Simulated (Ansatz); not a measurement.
# C3H5F (allyl fluoride) at B2PLYP/def2-SVP

What is the vertical ionisation energy of C3H5F (allyl fluoride) at B2PLYP/def2-SVP? 

Program for the calculation: Ansatz 0.2.0.

52 further runs of the same task are left out: 52 set aside as unsound or not needed.

**1. The structure to begin with**

The species is C3H5F (9 atoms), meant as a singlet with charge 0. As SMILES, `C=CCF`. The shape is that of a PBE0-D4/def2-TZVP optimisation. This is one conformer, not always the lowest.

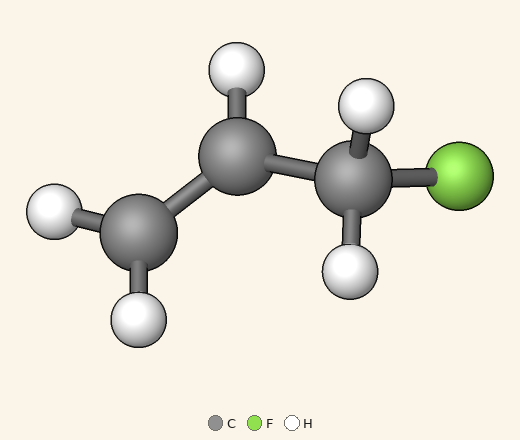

The structure, seen from a chosen angle (carbon grey, fluorine green, hydrogen white).

**2. The energy at B2PLYP/def2-SVP**

Contents of molecule.yaml:

```yaml
crystal:
  periodic: [false, false, false]
  atoms:
    - {symbol: C, position_ang: [-0.578000, 1.122500, -0.608000]}
    - {symbol: C, position_ang: [0.352500, 0.215400, -0.353400]}
    - {symbol: C, position_ang: [0.200500, -0.852800, 0.668500]}
    - {symbol: F, position_ang: [0.430500, -2.098200, 0.102300]}
    - {symbol: H, position_ang: [-0.422500, 1.909200, -1.336700]}
    - {symbol: H, position_ang: [-1.531700, 1.114000, -0.089100]}
    - {symbol: H, position_ang: [1.299800, 0.230700, -0.886500]}
    - {symbol: H, position_ang: [0.929800, -0.730800, 1.477200]}
    - {symbol: H, position_ang: [-0.806800, -0.852300, 1.094700]}
basis:
  gaussian:
    orbitals: def2-SVP
magnetization:
  spin_polarized: false
hamiltonian:
  xc: {name: B2PLYP}
correlation:
  frozen_orbitals: {C: 1, F: 1, H: 0}
accuracy: high
output: {orbitals: {seedname: orbitals}}
```

Started as:

```console
$ ansatz run molecule.yaml --threads 1 --pin off --max-ram 3480MiB --events-out events.jsonl --progress --plain --runs-dir runs
```

Log:

```text
Warning: RAYON_NUM_THREADS=1 ignored (pool sized by the plan → 1); use --threads N
Functional definition: B2PLYP
  name "B2PLYP"
  parameter a = 0.53
  parameter c = 0.27
  exchange = (1 - a)*b88_x + a*exact_x
  correlation = (1 - c)*lyp_c + c*(mp2_os + mp2_ss)
1938 factors; integrals over basis functions are off by at most 3.5e-9 eV
mean field evaluation 1: about -5890.5982 eV, gradient 3.1e1 eV
mean field evaluation 2: about -5890.5976 eV, gradient 3.2e1 eV
mean field evaluation 4: about -5892.9718 eV, gradient 2.1e0 eV
mean field evaluation 8: about -5892.9803 eV, gradient 5.7e-2 eV
mean field evaluation 16: about -5892.9803 eV, gradient 7.1e-6 eV
mean field -5892.98031460 eV, -216.5630321562 hartree, gradient 3.5e-8 eV, S^2 0.000000; 0 other end points of the search recorded, 0 dependent functions left out
4 core orbitals not correlated: weight in the atoms' cores, before any rotation towards them, 1.000 or more for the frozen orbitals, at most 0.000 for the correlated occupied ones
reference -5892.98033747 eV, -216.5630329966 hartree; 12, 12 occupied and 65, 65 virtual orbitals, 1938 factors
second order -19.41810018 eV of doubles, -0.00000000 eV of singles
Total energy: -5898.22322452 eV, -216.7557055419 hartree
```

It took 6.3 s on 1 thread of Arm Neoverse V2, shared host; peak memory 0.24 GiB.

**3. The doublet cation at the same level**

Contents of molecule.yaml:

```yaml
basis:
  gaussian:
    orbitals: def2-SVP
crystal:
  periodic: [false, false, false]
  atoms:
    - symbol: C
      position_ang: [-0.578000, 1.122500, -0.608000]
    - symbol: C
      position_ang: [0.352500, 0.215400, -0.353400]
    - symbol: C
      position_ang: [0.200500, -0.852800, 0.668500]
    - symbol: F
      position_ang: [0.430500, -2.098200, 0.102300]
    - symbol: H
      position_ang: [-0.422500, 1.909200, -1.336700]
    - symbol: H
      position_ang: [-1.531700, 1.114000, -0.089100]
    - symbol: H
      position_ang: [1.299800, 0.230700, -0.886500]
    - symbol: H
      position_ang: [0.929800, -0.730800, 1.477200]
    - symbol: H
      position_ang: [-0.806800, -0.852300, 1.094700]
output: {orbitals: {seedname: orbitals}}
accuracy: high
correlation:
  frozen_orbitals: {C: 1, F: 1, H: 0}
magnetization:
  spin_polarized: true
  initial_magnetization: 1
hamiltonian:
  xc: {name: B2PLYP}
total_charge: 1
```

Started as:

```console
$ ansatz run molecule.yaml --threads 1 --pin off --max-ram 3480MiB --events-out events.jsonl --progress --plain --runs-dir runs
```

Log (excerpt; [...] marks lines left out):

```text
Warning: RAYON_NUM_THREADS=1 ignored (pool sized by the plan → 1); use --threads N
[... 2 set-up lines as earlier in the session ...]
[...]
1939 factors; integrals over basis functions are off by at most 3.5e-9 eV
[...]
mean field -5882.96192979 eV, -216.1948633048 hartree, gradient 3.4e-8 eV, S^2 0.752763; 0 other end points of the search recorded, 0 dependent functions left out
4 core orbitals not correlated: weight in the atoms' cores, before any rotation towards them, 1.000 or more for the frozen orbitals, at most 0.000 for the correlated occupied ones
reference -5882.96195190 eV, -216.1948641173 hartree; 12, 11 occupied and 65, 66 virtual orbitals, 1939 factors
second order -17.76929443 eV of doubles, -0.00000000 eV of singles
Total energy: -5887.75966139 eV, -216.3711766894 hartree
```

Run time: 11 s. Hardware: 1 thread of Arm Neoverse V2, shared host; peak memory 0.33 GiB.

**4. Outcome**

Level: B2PLYP/def2-SVP, 4 core orbitals frozen.

```
                                                                quantity          value
                                             singlet C3H5F: total energy  -216.75571 Eh
                        singlet C3H5F: HOMO energy (SCF part's orbitals)       -8.91 eV
                        singlet C3H5F: LUMO energy (SCF part's orbitals)        1.56 eV
                      singlet C3H5F: HOMO–LUMO gap (SCF part's orbitals)       10.47 eV
                                            doublet cation: total energy  -216.37118 Eh
doublet cation: HOMO energy (SCF part's orbitals) (highest over α and β)      -17.10 eV
 doublet cation: LUMO energy (SCF part's orbitals) (lowest over α and β)      -11.15 eV
                                                    doublet cation: ⟨S²⟩          0.753
                      vertical ionisation energy (to the doublet cation)      10.464 eV
```

What this shows: Removing an electron at fixed nuclei costs 10.46 eV (1010 kJ/mol). The negative HOMO energy of the first species, 8.91 eV, lies 1.56 eV below that difference.
